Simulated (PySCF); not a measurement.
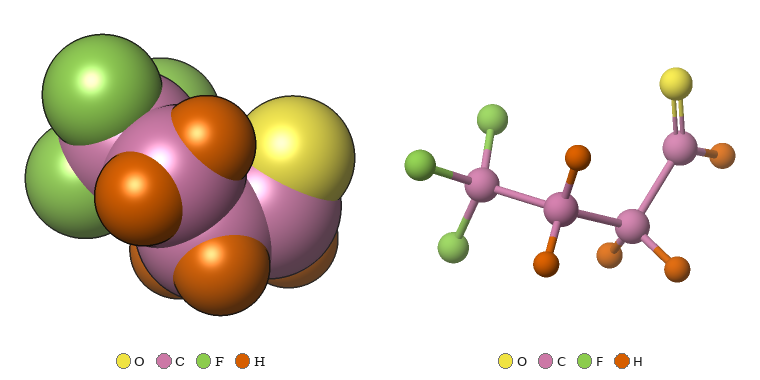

Two views of one molecule.

The computed structure is the end point of a GFN2-xTB optimisation. No frequency run is at hand to confirm it as a minimum.

**What is the molecular formula?**

C₄H₅F₃O, 13 atoms: 4 carbon, 5 hydrogen, 3 fluorine and 1 oxygen.

**Name some functional groups or characteristic bonds that it holds.**

Among them: aldehyde, C–F bond.

**Describe its rings.**

It has no ring.

The parts below concern this one geometry. Atoms keep their numbers from picture to picture.

### Shape

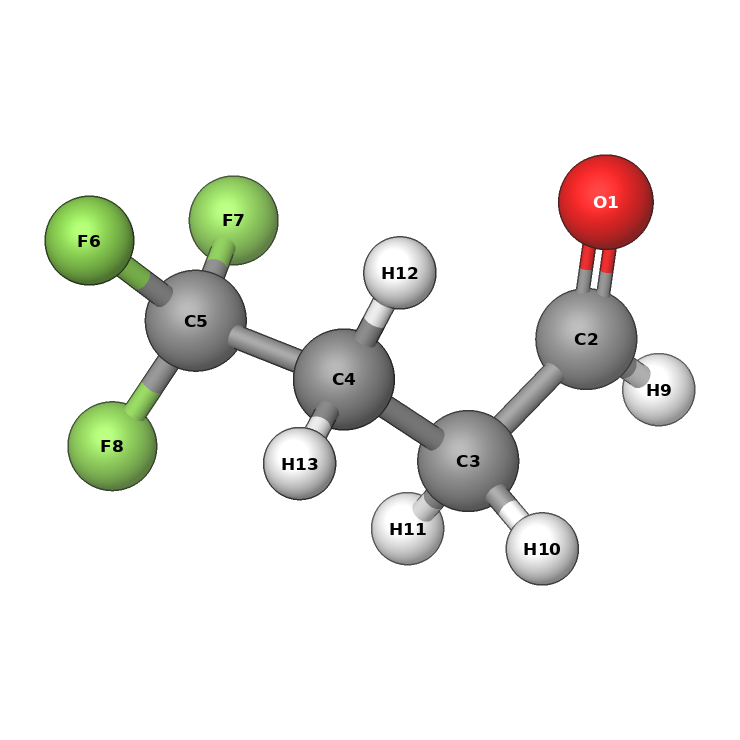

Atoms carry their numbers in the input. No frequency run is at hand to confirm it as a minimum.

Which atoms are bonded, and how long are the bonds?

```tsv
bond	length (Å)	order
O1–C2	1.195	double
C2–C3	1.510	single
C2–H9	1.106	single
C3–C4	1.529	single
C3–H10	1.093	single
C3–H11	1.092	single
C4–C5	1.516	single
C4–H12	1.093	single
C4–H13	1.090	single
C5–F6	1.340	single
C5–F7	1.338	single
C5–F8	1.347	single
```

### Electronic properties

No frequency run is at hand to confirm it as a minimum. Properties computed with PBE0/def2-SVPD, gas phase (PySCF 2.14.0). Excitations: vertical, linear response.

Computed properties:

- dipole moment: 3.56 D
- HOMO energy (Kohn–Sham orbital): −7.97 eV
- LUMO energy (Kohn–Sham orbital): −1.12 eV
- HOMO–LUMO gap: 6.85 eV
- mean static polarisability: 53.3 bohr³
- lowest vertical singlet excitation: 4.44 eV
- its oscillator strength: 0.000
- brightest of the 6 lowest singlets: 7.98 eV
- its oscillator strength: 0.06

### NMR shielding

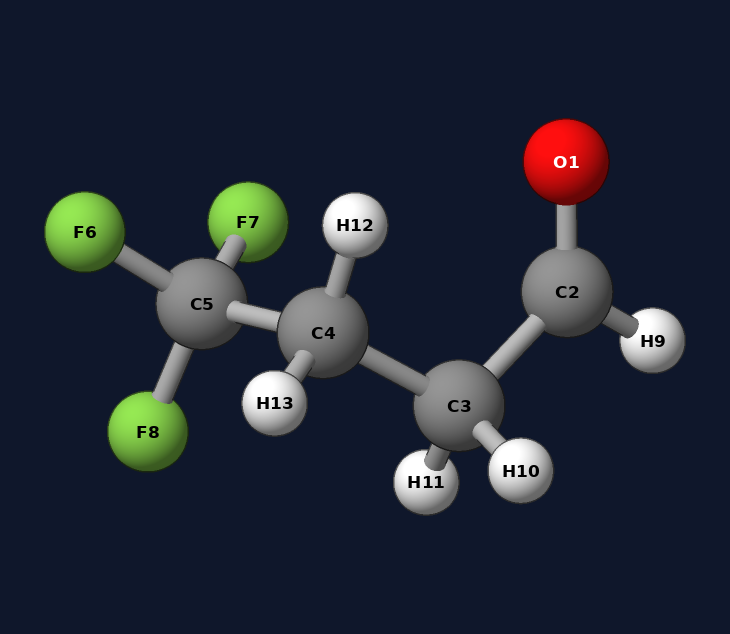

No frequency run is at hand to confirm it as a minimum. Properties computed with GIAO PBE0/pcSseg-1 NMR shielding, non-relativistic, gas phase (PySCF 2.14.0). Principal shieldings σ11 ≤ σ22 ≤ σ33, span Ω = σ33 − σ11, skew κ = 3(σiso − σ22)/Ω.

Give the shielding tensors of the O atoms.

```csv
atom,σ11,σ22,σ33,σiso,Ω,κ
O1,−980.8,−461.9,390.1,−350.9,1370.9,0.24
```

Shieldings and span in ppm.

### Quadrupole coupling

No frequency run is at hand to confirm it as a minimum. Electric field gradients from the ground-state density, PBE0/pcSseg-1 (PySCF 2.14.0), non-relativistic apart from any core potentials.

Give the largest field-gradient component, the quadrupole coupling constant and the asymmetry for 17O at O1 (Q = −25.6 mb), 2H at H9 (Q = 2.86 mb), 2H at H10 (Q = 2.86 mb).

```
atom  V_zz (a.u.)  e²qQ/h (MHz)     η
  O1       −2.002         12.04  0.60
  H9        0.272         0.183  0.01
 H10        0.301         0.202  0.04
```

### Charges

The questions are on Hirshfeld charges. No frequency run is at hand to confirm it as a minimum. Method: PBE0/pcSseg-1, gas phase (PySCF 2.14.0).

**Which atom carries the highest charge (most positive or least negative)?**

C5 (0.26 e).

**And the lowest?**

O1 (−0.21 e).

List the Hirshfeld charges.

```tsv
atom	value (e)
O1	−0.21
C2	0.14
C3	−0.08
C4	−0.09
C5	0.26
F6	−0.10
F7	−0.09
F8	−0.10
H9	0.05
H10	0.06
H11	0.05
H12	0.05
H13	0.05
```
